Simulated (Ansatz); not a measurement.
# Phonons of C (Fd-3m, 2 atoms in the cell) against volume, part 2 of 3

Wanted: Grüneisen parameters and pressure coefficients of the modes of C (Fd-3m, 2 atoms in the cell).

Ansatz 0.2.0; DFT PBE, scalar-relativistic, plane waves, PAW; PAW set soft_1.

So far. Step 3 (Tight relaxation): The forces vanish by symmetry and the pressure is 0.000 GPa, within the tolerances set. The cell now holds 5.70 Å³/atom.

### 4. Modes at rest

The modes at rest are the reference of the series, and the response to a field gives the dielectric tensor and the Born charges.

input.yaml

```yaml
crystal:
  lattice:
    - [0.0, 1.7858145695, 1.7858145695]
    - [1.7858145695, 0.0, 1.7858145695]
    - [1.7858145695, 1.7858145695, 0.0]
  atoms:
    - { symbol: C, position: [0.5, 0.5, 0.5] }
    - { symbol: C, position: [0.75, 0.75, 0.75] }
kpoints:
  mp_grid: { grid: [12, 12, 12] }
hamiltonian:
  xc: pbe
  pseudopotentials: { kind: paw, azcp: { folder: soft_1 } }
scf:
  occupations: { method: fixed }
output:
  eigenvalues: true
phonons:
  method: dfpt
  dielectric: true
  rigid_motions: translations
  raman: true
```

Launch:

```console
$ ansatz run input.yaml --threads 4 --pin off --max-ram 10240MiB --backend cpu --events-out ev --progress --plain --runs-dir out
```

Numbers of over 12 decimals in the logs are rounded to 6 here.

The program printed:

```text
[...]
Crystal: 2 atoms, lattice volume = 11.390 Å³
Basis set: ecut = 420 eV, 229 PW (Γ), exchange–correlation on 40×40×40 points (8 copies of the dense FFT grid, shifted against one another)
Bands: 8, of which v1, the nominal top of the filled ones, is band 4 counted from 1 (3 counted from 0)
Symmetry: 48 space group operations
k-points: 280 of 1728 (irreducible under 4 space group operations, time reversal used)
[...]
SCF iter   1: F=—  HF=-502.161659 eV  |F-HF|=—  |Δ(HF+E_count)|=         —  Δρ=1.38e-1  dr2=1.53e0  ethr=3.10e-3  ⟨swp⟩=3.9  Hψ=12901  notcnv=0  defer=468
[...]
SCF iter   7: F=-501.614732 eV  HF=-501.614732 eV  |F-HF|=1.59e-12  |Δ(HF+E_count)|=  9.45e-11  Δρ=7.56e-7  dr2=2.53e-11  ethr=1.25e-12  ⟨swp⟩=6.6  Hψ=11391  notcnv=0
SCF 1 converged in 7 iterations: F = -501.614732 eV  dr2 = 2.53e-11
[...]
NSCF: frozen V_eff on 1 k-points
DFPT response loops at Γ: preconditioner auto → none (the input reference at scf.mixing.eps_inf says where Resta's filter doesn't serve); β = 0.50; Broyden in place of MSR1
── the response to a field inside a basis, on 12×12×12 k-points: an SCF that follows is theirs, and a resumed run solves both again ──
Bands: 5, of which v1, the nominal top of the filled ones, is band 4 counted from 1 (3 counted from 0)
k-points: 182
[...]
Eigensolver: Dense (182 Hₖ)
SCF iter   1: F=—  HF=-501.616805 eV  |F-HF|=—  |Δ(HF+E_count)|=         —  Δρ=4.27e-4  dr2=2.68e-6  ethr=1.00e-1
[...]
SCF iter   4: F=-501.616811 eV  HF=-501.616811 eV  |F-HF|=1.75e-11  |Δ(HF+E_count)|=   2.94e-9  Δρ=6.20e-7  dr2=1.46e-11  ethr=1.83e-11
SCF 1 converged in 4 iterations: F = -501.616811 eV  dr2 = 1.46e-11
[...]
SCF converged after 7 iterations
Free energy (F): -501.614732 eV
[...]
Internal energy: -501.614732 eV  (E = F + TS)
E sigma→0 (E₀):  -501.614732 eV
Fermi energy:    13.272965 eV
[...]
--- Band table (eV; the first three rows and the last of 280) ---
[...]
--- Phonons (Γ-DFPT): 1 representative perturbation + reference, on 280 of 1728 k-points (Σ response iterations 3) ---
  k mesh reduced under 4 symmetry operations, with k and −k counted as one. Each operation leaves every solved perturbation unchanged. A smaller set is not considered because the run solves the response to a homogeneous field
  ASR residual: 2.327e-5 → 0.000e0 eV/Å²; symmetrization residual: 1.037e-13 eV/Å²
  ASR residual per site (eV/Å²): 2.33e-5 2.33e-5
  Γ frequencies (cm⁻¹): 0.00 0.00 0.00 1289.06 1289.06 1289.06
  ε∞ (high-frequency dielectric tensor):
        5.850365    -0.000000    -0.000000
       -0.000000     5.850365     0.000000
       -0.000000     0.000000     5.850365
  ε⁰ (static dielectric tensor: ions relaxed, cell fixed):
        5.850365    -0.000000    -0.000000
       -0.000000     5.850365     0.000000
       -0.000000     0.000000     5.850365
  ε⁰ − ε∞ (ionic part):
        0.000000    -0.000000     0.000000
       -0.000000     0.000000    -0.000000
        0.000000    -0.000000     0.000000
  softest optical mode at Γ: 1289.06 cm⁻¹; the repairs (sum rule, projections) moved no ω² at Γ by more than (0.73 cm⁻¹)²
  Born effective charges Z* (e; rows j = field, columns β = displacement):
    site 0:
         0.00000    0.00000   -0.00000
         0.00000   -0.00000    0.00000
        -0.00000    0.00000   -0.00000
    site 1:
         0.00000   -0.00000    0.00000
        -0.00000    0.00000   -0.00000
         0.00000   -0.00000    0.00000
  Z* charge neutrality: 1.260e-4 e pre-enforcement
  solved inside a basis spanned on kpoints, on 12×12×12 k-points transformed towards the longest dipole: ε∞ is read to err by 1.5e-2, Z* by 4.1e-3 e (field_mesh: kpoints solves on kpoints)
  Raman tensors (in the event stream and the table raman_tensors.tsv): an entry may err by 5.8e-4 Å², one of the second-order susceptibility by 1.7e-20 pm/V (basis, points and sum rule); their sum over the sites missed zero by 1.776e-15 Å² ahead of its enforcement
  optical modes at Γ without the LO–TO term, one row a degenerate level:
      ω (cm⁻¹)  modes    IR ((D/Å)²/amu)  static Raman (Å⁴/amu)  depolarisation
       1289.06      3             0.0000               237.7361           0.750
  optical modes at Γ + LO–TO along q̂ = [1.0000, 0.0000, 0.0000]:
      ω (cm⁻¹)  modes    IR ((D/Å)²/amu)  static Raman (Å⁴/amu)  depolarisation
       1289.06      3             0.0000               237.7361           0.750
  optical modes at Γ + LO–TO along q̂ = [0.0000, 1.0000, 0.0000]:
      ω (cm⁻¹)  modes    IR ((D/Å)²/amu)  static Raman (Å⁴/amu)  depolarisation
       1289.06      3             0.0000               237.7361           0.750
  optical modes at Γ + LO–TO along q̂ = [0.0000, 0.0000, 1.0000]:
      ω (cm⁻¹)  modes    IR ((D/Å)²/amu)  static Raman (Å⁴/amu)  depolarisation
       1289.06      3             0.0000               237.7361           0.750
```

Wall time 17 s (4 threads of AMD EPYC 7B13 (Zen 3), shared host); peak memory 0.71 GiB; 63 s of CPU time.

In the SCF lines HF is the Harris–Foulkes energy and dr2 the Hartree energy of the density residual, in eV; the loop may stop once dr2 is under the threshold and the program's other checks hold. Hψ counts applications of the Hamiltonian.

This step gave:

```yaml
sum_rule_residual_before_enforcement: 2.33e-5 eV/Å²
miss_of_the_charge_sum_rule: 1.26e-4 e
estimated_error_of_the_dielectric_tensor: 0.01498
estimated_error_of_the_born_charges: 0.004095 e
point_group: m-3m
highest_optical_mode_at_the_zone_centre_no_lo_to_term: 1289 cm⁻¹
lowest_optical_zone_centre_mode: 1289 cm⁻¹
mean_high_frequency_dielectric_constant: 5.850
largest_born_charge_third_of_the_trace: 0 e
mean_static_dielectric_constant: 5.850
top_of_the_zone_centre_spectrum_with_the_field: 1289 cm⁻¹
```

Patterns of degenerate modes are one choice out of their space. Modes at Γ:

| mode | frequency (cm⁻¹) | symmetry |
| --- | --- | --- |
| 1 | 0.0 | acoustic |
| 2 | 0.0 | acoustic |
| 3 | 0.0 | acoustic |
| 4 | 1289.1 | T2g |
| 5 | 1289.1 | T2g |
| 6 | 1289.1 | T2g |

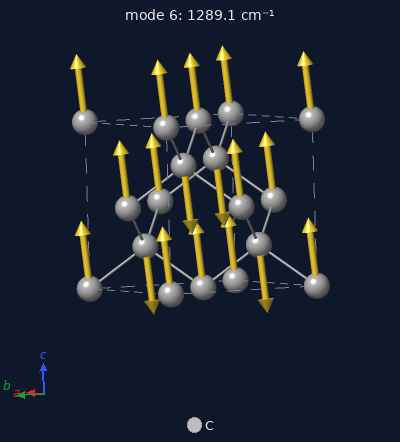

Displacement patterns of mode 6 at Γ; arrows are exaggerated. Bonds to atoms that aren't drawn are left out. Some periodic images of atoms are drawn too.

Optical modes at the zone centre, without and with the macroscopic field of the longitudinal modes; each column is sorted by frequency, so a row need not hold one and the same mode. Modes with and without the field, by row:

| rank among optical modes | no field (cm⁻¹) | q along (1, 0, 0) (cm⁻¹) |
| --- | --- | --- |
| 1 | 1289 | 1289 |
| 2 | 1289 | 1289 |
| 3 | 1289 | 1289 |

The Born charge (rows field, columns displacement) vanishes on all sites.

High-frequency dielectric tensor:

```
5.85 0.00 0.00
0.00 5.85 0.00
0.00 0.00 5.85
```

Static dielectric tensor (ions relaxed, fixed cell):

```
5.85 0.00 0.00
0.00 5.85 0.00
0.00 0.00 5.85
```

Activity x (w_L - w)^4 (n + 1)/w, 532 nm, 300 K; modes without the macroscopic field alone. Raman lines, with heights relative to the strongest:

| position (cm⁻¹) | label | relative intensity |
| --- | --- | --- |
| 1289 | T2g | 100 |

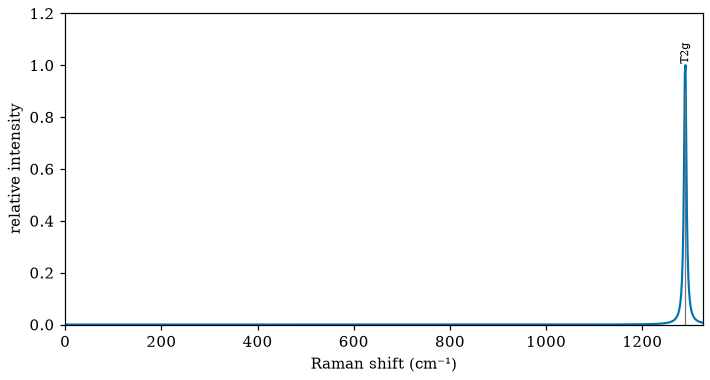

The Raman spectrum, broadened with Lorentzians of width 6 cm⁻¹; bars mark the lines.

Before it was imposed, the acoustic sum rule was missed by 2.3e-5 eV/Å² and the charge sum rule by 1.3e-4 e. Small misses are needed for a sound result but don't prove that mesh and cutoff are converged. The lowest optical mode is real, 1289 cm⁻¹.

### 5. Ground state of a member: 1.06 times the volume at rest

The cell is set to 1.06 times the volume at rest; symmetry leaves nothing else free, so this is a single point.

input.yaml, the sections that differ from step 4:

```yaml
crystal:
  lattice:
    - [0.0, 1.8208394335, 1.8208394335]
    - [1.8208394335, 0.0, 1.8208394335]
    - [1.8208394335, 1.8208394335, 0.0]
  atoms:
    - { symbol: C, position: [0.5, 0.5, 0.5] }
    - { symbol: C, position: [0.75, 0.75, 0.75] }
output:
  forces: true
  stress: true
  eigenvalues: true
# kpoints, hamiltonian, scf: as in step 4
# phonons: removed
```

The program printed:

```text
[...]
Crystal: 2 atoms, lattice volume = 12.074 Å³
Basis set: ecut = 420 eV, 259 PW (Γ), exchange–correlation on 36×36×36 points (8 copies of the dense FFT grid, shifted against one another)
Bands: 8, of which v1, the nominal top of the filled ones, is band 4 counted from 1 (3 counted from 0)
Symmetry: 48 space group operations
[...]
k-points: 72 of 1728
[...]
SCF iter   1: F=—  HF=-502.019667 eV  |F-HF|=—  |Δ(HF+E_count)|=         —  Δρ=1.25e-1  dr2=1.33e0  ethr=3.10e-3  ⟨swp⟩=3.8  Hψ=3312  notcnv=0  defer=114
[...]
SCF iter   6: F=-501.564286 eV  HF=-501.564286 eV  |F-HF|=1.28e-10  |Δ(HF+E_count)|=   8.66e-8  Δρ=3.90e-6  dr2=6.48e-10  ethr=4.73e-10  ⟨swp⟩=2.5  Hψ=2297  notcnv=0
SCF 1 converged in 6 iterations: F = -501.564286 eV  dr2 = 6.48e-10
[...]
SCF converged after 6 iterations
Free energy (F): -501.564286 eV
[...]
Internal energy: -501.564286 eV  (E = F + TS)
E sigma→0 (E₀):  -501.564286 eV
Fermi energy:    12.243877 eV
[...]
--- Stress (GPa, compression-positive) ---
      -22.611378       0.000000      -0.000000
        0.000000     -22.611378       0.000000
       -0.000000      -0.000000     -22.611378
  P = ⅓ Tr σ = -22.6114 GPa (-226.114 kbar)
--- Band table (eV; the first three rows and the last of 72) ---
[...]
```

It took 0.26 s on 4 threads; peak memory 0.3 GiB; 0.65 s of CPU time.

This step gave:

```yaml
pressure: -22.61 GPa
gap_on_the_k_mesh: 4.022 eV
volume_per_atom: 6.037 Å³
```

The forces vanish by symmetry, at a pressure of -22.61 GPa.

### 6. Modes of this member: 1.06 times the volume at rest

The zone-centre modes follow for 1.06 times the volume at rest, with the response to a field.

Changes to input.yaml since step 5:

```diff
@@ -16,4 +16,6 @@
 output:
-  forces: true
-  stress: true
   eigenvalues: true
+phonons:
+  method: dfpt
+  dielectric: true
+  rigid_motions: translations
```

The program printed:

```text
[...]
Crystal: 2 atoms, lattice volume = 12.074 Å³
Basis set: ecut = 420 eV, 259 PW (Γ), exchange–correlation on 40×40×40 points (8 copies of the dense FFT grid, shifted against one another)
Bands: 8, of which v1, the nominal top of the filled ones, is band 4 counted from 1 (3 counted from 0)
Symmetry: 48 space group operations
k-points: 280 of 1728 (irreducible under 4 space group operations, time reversal used)
[...]
SCF iter   1: F=—  HF=-502.019656 eV  |F-HF|=—  |Δ(HF+E_count)|=         —  Δρ=1.25e-1  dr2=1.33e0  ethr=3.10e-3  ⟨swp⟩=3.9  Hψ=12848  notcnv=0  defer=470
[...]
SCF iter   7: F=-501.564286 eV  HF=-501.564286 eV  |F-HF|=2.61e-12  |Δ(HF+E_count)|=  8.56e-11  Δρ=5.13e-7  dr2=1.27e-11  ethr=1.25e-12  ⟨swp⟩=6.6  Hψ=11350  notcnv=0
SCF 1 converged in 7 iterations: F = -501.564286 eV  dr2 = 1.27e-11
[...]
Bands: 5, of which v1, the nominal top of the filled ones, is band 4 counted from 1 (3 counted from 0)
k-points: 182 of 1728 (irreducible under 12 space group operations)
[...]
Eigensolver: Dense (182 Hₖ)
SCF iter   1: F=—  HF=-501.566212 eV  |F-HF|=—  |Δ(HF+E_count)|=         —  Δρ=4.17e-4  dr2=2.63e-6  ethr=1.00e-1
[...]
SCF iter   3: F=-501.566218 eV  HF=-501.566218 eV  |F-HF|=2.44e-9  |Δ(HF+E_count)|=   1.55e-6  Δρ=8.18e-6  dr2=1.30e-9  ethr=8.06e-9
SCF 1 converged in 3 iterations: F = -501.566218 eV  dr2 = 1.30e-9
[...]
SCF converged after 7 iterations
Free energy (F): -501.564286 eV
[...]
Internal energy: -501.564286 eV  (E = F + TS)
E sigma→0 (E₀):  -501.564286 eV
Fermi energy:    12.243894 eV
[...]
--- Band table (eV; the first three rows and the last of 280) ---
[...]
ASR residual: 1.883e-5 → 0.000e0 eV/Å²; symmetrization residual: 9.441e-14 eV/Å²
  ASR residual per site (eV/Å²): 1.88e-5 1.88e-5
  Γ frequencies (cm⁻¹): 0.00 0.00 0.00 1216.04 1216.04 1216.04
  ε∞ (high-frequency dielectric tensor):
        5.951350     0.000000     0.000000
        0.000000     5.951350    -0.000000
        0.000000    -0.000000     5.951350
  ε⁰ (static dielectric tensor: ions relaxed, cell fixed):
        5.951350     0.000000     0.000000
        0.000000     5.951350    -0.000000
        0.000000    -0.000000     5.951350
  ε⁰ − ε∞ (ionic part):
        0.000000     0.000000    -0.000000
        0.000000     0.000000    -0.000000
       -0.000000    -0.000000     0.000000
[...]
Born effective charges Z* (e; rows j = field, columns β = displacement):
    site 0:
        -0.00000    0.00000    0.00000
        -0.00000    0.00000    0.00000
         0.00000   -0.00000    0.00000
    site 1:
         0.00000   -0.00000   -0.00000
         0.00000    0.00000   -0.00000
        -0.00000    0.00000    0.00000
  Z* charge neutrality: 7.601e-4 e pre-enforcement
  solved inside a basis spanned on kpoints, on 12×12×12 k-points, its susceptibility summed on 16×16×16: ε∞ is read to err by 1.6e-2, Z* by 4.6e-3 e (field_mesh: kpoints solves on kpoints)
  optical modes at Γ without the LO–TO term, one row a degenerate level:
      ω (cm⁻¹)  modes    IR ((D/Å)²/amu)
       1216.04      3             0.0000
  optical modes at Γ + LO–TO along q̂ = [1.0000, 0.0000, 0.0000]:
      ω (cm⁻¹)  modes    IR ((D/Å)²/amu)
       1216.04      3             0.0000
  optical modes at Γ + LO–TO along q̂ = [0.0000, 1.0000, 0.0000]:
      ω (cm⁻¹)  modes    IR ((D/Å)²/amu)
       1216.04      3             0.0000
  optical modes at Γ + LO–TO along q̂ = [0.0000, 0.0000, 1.0000]:
      ω (cm⁻¹)  modes    IR ((D/Å)²/amu)
       1216.04      3             0.0000
```

The job ended after 5.4 s (4 threads; peak memory 0.5 GiB).

This step gave:

```yaml
sum_rule_residual_before_enforcement: 1.88e-5 eV/Å²
miss_of_the_charge_sum_rule: 7.60e-4 e
estimated_error_of_the_dielectric_tensor: 0.01644
estimated_error_of_the_born_charges: 0.004570 e
highest_optical_mode_at_the_zone_centre_no_lo_to_term: 1216 cm⁻¹
lowest_optical_zone_centre_mode: 1216 cm⁻¹
mean_high_frequency_dielectric_constant: 5.951
mean_static_dielectric_constant: 5.951
top_of_the_zone_centre_spectrum_with_the_field: 1216 cm⁻¹
```

Patterns of degenerate modes are one choice out of their space. Modes at Γ:

| mode | frequency (cm⁻¹) | symmetry |
| --- | --- | --- |
| 1 | 0.0 | acoustic |
| 2 | 0.0 | acoustic |
| 3 | 0.0 | acoustic |
| 4 | 1216.0 | T2g |
| 5 | 1216.0 | T2g |
| 6 | 1216.0 | T2g |

The optical mode lies at 1216.0 cm⁻¹.

For the highest optical mode at the zone centre (no LO-TO term), step 4 gave 1289 cm⁻¹; this run, with volume ratio 1.06, gives 1216 cm⁻¹ (-6 %).

(Part 2 of 3 ends here.)

[Logs are printed without paths, hosts, clocks, repeated set-up lines and the standing remarks that a program may print on its own settings, such as how far it seeks lower states.]

[Hosts, paths, dates, database ids (printed as entryN), source tags and the programs' standing remarks are cut or masked in the printed files.]
